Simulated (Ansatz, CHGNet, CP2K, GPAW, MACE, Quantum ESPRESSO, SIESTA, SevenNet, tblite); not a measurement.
## Atom list for Ge(100) slab, H on both faces (90 atoms)

The starting structure: Diamond-structure Ge (a = 5.658 Å), (100) slab of 6 atomic planes, 3 x 3 surface cells, H on the broken bonds of both faces, 12 Å of vacuum; displaced by a Gaussian of 0.02 Å. Then every atom was moved at random, 0.03 Å r.m.s. a Cartesian component (hydrogen 0.6 of that).

Geometry: the built cell with every atom moved at random. Computed with Quantum ESPRESSO 7.5: Kohn-Sham DFT, PBE, SSSP efficiency 1.3.0 pseudopotentials, plane waves; sssp-1.3.0-efficiency; 45/360 Ry; levels smeared at 580 K; Γ point.

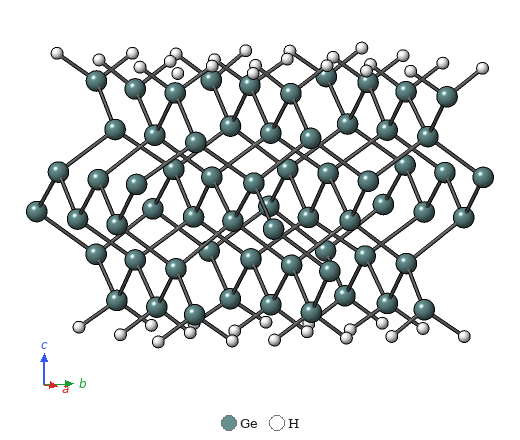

The structure (germanium teal, hydrogen white). Bonds to atoms that aren't drawn are left out. Some periodic images of atoms are drawn too.

Extended XYZ; positions in Å, forces in eV/Å:

```xyz
90
Lattice="12.002 0.000 0.000 0.000 12.002 0.000 0.000 0.000 20.839" Properties=species:S:1:pos:R:3:forces:R:3 pbc="T T T"
Ge 1.999 2.071 6.889 -0.117 -1.510 0.572
Ge 0.049 2.032 8.295 -0.867 -0.470 0.172
Ge 12.002 4.012 9.740 -0.042 -0.156 -0.370
Ge 2.094 0.015 11.138 -0.569 -0.114 -0.164
Ge 2.015 2.003 12.490 0.662 0.304 0.796
Ge 0.065 2.037 13.970 -0.258 -1.053 0.279
Ge 2.037 5.984 6.872 -0.329 -0.200 1.967
Ge 11.978 5.969 8.322 0.475 0.575 -0.294
Ge 0.050 8.011 9.750 -0.526 -0.282 -0.492
Ge 1.963 4.054 11.145 0.723 -0.550 -0.425
Ge 2.018 5.997 12.525 0.550 0.419 0.286
Ge 0.080 6.007 13.923 -0.690 0.628 -0.316
Ge 1.994 9.968 6.889 0.757 0.359 -0.346
Ge 0.046 9.974 8.256 -0.501 0.064 0.560
Ge 0.086 11.965 9.736 -0.484 0.264 -0.287
Ge 2.046 7.966 11.073 0.312 0.562 0.390
Ge 2.044 10.041 12.517 0.085 -0.677 0.403
Ge 0.026 10.009 13.960 -0.010 0.089 -0.623
Ge 6.004 2.058 6.892 -0.551 -1.859 1.400
Ge 3.932 2.035 8.323 0.863 -0.242 -0.409
Ge 4.039 4.013 9.699 -0.988 0.176 0.233
Ge 6.022 0.026 11.109 -0.004 -0.403 0.057
Ge 6.016 1.985 12.524 0.840 0.155 0.258
Ge 4.116 1.968 13.935 -1.242 -0.301 0.048
Ge 5.986 6.014 6.894 0.324 0.278 -0.002
Ge 4.054 5.998 8.287 -0.601 -0.219 -0.260
Ge 4.031 7.994 9.605 0.276 -0.468 1.286
Ge 5.957 3.981 11.107 0.479 0.039 0.529
Ge 6.074 5.979 12.518 -0.697 -0.222 0.421
Ge 4.016 5.971 13.974 0.409 0.512 -1.082
Ge 5.995 10.044 6.857 0.294 -1.164 0.594
Ge 4.064 9.947 8.306 -0.703 1.079 -0.630
Ge 4.014 0.006 9.706 0.383 -0.186 -0.261
Ge 6.017 7.984 11.158 0.080 0.278 -0.573
Ge 6.060 10.014 12.539 -0.631 0.057 -0.008
Ge 4.043 10.053 13.987 0.079 -0.389 -1.303
Ge 9.960 1.990 6.865 0.691 0.481 0.283
Ge 7.991 2.030 8.257 0.081 -0.178 0.864
Ge 7.965 4.012 9.780 0.532 0.074 -0.763
Ge 10.010 11.964 11.170 0.517 0.638 -0.766
Ge 10.079 1.991 12.512 -0.484 0.082 0.728
Ge 8.032 1.991 14.019 0.293 0.336 -1.198
Ge 10.003 6.017 6.870 -0.313 -0.837 0.639
Ge 7.952 6.048 8.294 0.645 -0.387 0.231
Ge 8.066 8.030 9.730 -0.882 -0.036 -0.269
Ge 10.045 4.013 11.139 -0.622 -0.160 0.003
Ge 10.017 5.987 12.565 0.695 0.216 -0.202
Ge 8.064 5.985 13.921 -0.378 -0.037 0.531
Ge 10.023 9.918 6.879 -0.104 3.165 1.049
Ge 7.979 10.011 8.275 0.422 -0.024 0.102
Ge 8.024 11.982 9.745 0.079 0.487 -0.655
Ge 10.003 7.991 11.123 0.656 0.286 0.419
Ge 10.009 10.048 12.545 0.433 -1.007 0.243
Ge 8.038 9.979 13.906 -0.088 0.707 0.455
H 1.978 0.767 6.036 0.049 0.501 0.070
H 1.995 3.268 6.049 0.039 0.704 -0.882
H 0.006 0.694 14.899 0.097 1.253 -0.550
H 0.010 3.303 14.851 0.059 -0.404 -0.002
H 2.048 7.216 6.080 -0.003 0.712 -0.843
H 2.011 4.737 6.086 0.039 -0.444 -0.765
H 0.060 4.797 14.802 0.046 -0.346 0.408
H 0.019 7.223 14.859 0.070 -0.177 0.011
H 2.005 11.255 5.968 0.020 -0.696 0.279
H 2.014 8.708 5.991 -0.008 0.443 -0.027
H 0.016 8.752 14.819 0.015 0.069 0.144
H 0.010 11.244 14.868 0.026 -0.128 0.114
H 6.031 0.790 6.013 -0.053 0.328 -0.025
H 6.036 3.203 6.033 -0.001 1.387 -1.256
H 4.055 0.737 14.906 0.053 0.647 -0.288
H 4.019 3.215 14.808 0.098 -0.063 0.130
H 6.010 4.754 6.057 0.013 0.039 -0.291
H 6.020 7.259 5.983 -0.073 -0.331 -0.052
H 4.015 4.748 14.834 -0.036 -0.278 0.469
H 4.092 7.241 14.810 -0.099 -0.062 0.202
H 6.059 8.733 6.023 -0.053 0.556 -0.014
H 6.041 11.260 6.016 -0.052 0.519 -0.618
H 4.114 8.821 14.840 -0.060 -0.306 0.415
H 4.029 11.273 14.840 -0.014 0.341 0.525
H 9.981 0.724 5.998 -0.012 0.154 -0.123
H 9.998 3.279 5.981 -0.023 -0.578 0.059
H 8.071 0.758 14.891 -0.052 -0.123 0.305
H 8.064 3.259 14.875 -0.065 -0.185 0.125
H 9.990 7.235 5.998 0.053 0.196 -0.435
H 10.028 4.734 5.983 -0.018 0.539 0.090
H 8.080 4.753 14.872 -0.035 0.456 -0.150
H 7.996 7.257 14.809 0.037 -0.447 -0.103
H 10.072 11.287 5.974 -0.029 -1.310 0.547
H 10.044 8.786 6.023 0.011 -1.607 -1.448
H 8.011 11.262 14.816 -0.006 -0.684 -0.217
H 8.023 8.753 14.820 0.018 0.147 0.095
```

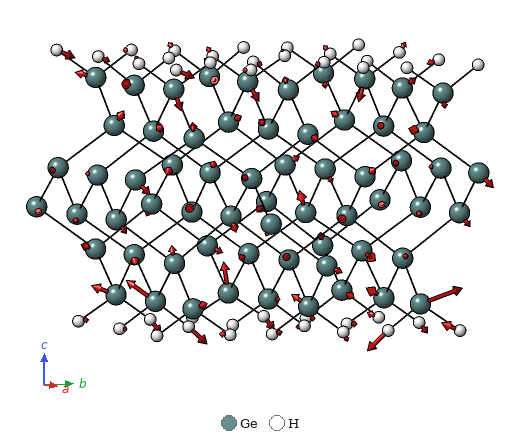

The forces as arrows, the longest 3.34 eV/Å. Bonds to atoms that aren't drawn are left out. Some periodic images of atoms are drawn too.

Only the Γ point is sampled, in a cell whose shortest periodic width is 12 Å.

The r.m.s. force component is 0.567 eV/Å; the longest force, 3.34 eV/Å, acts on Ge49.

[Logs are printed without paths, hosts, clocks, repeated set-up lines and the standing remarks that a program may print on its own settings, such as how far it seeks lower states.]

[Hosts, paths, dates, database ids (printed as entryN), source tags and the programs' standing remarks are cut or masked in the printed files.]
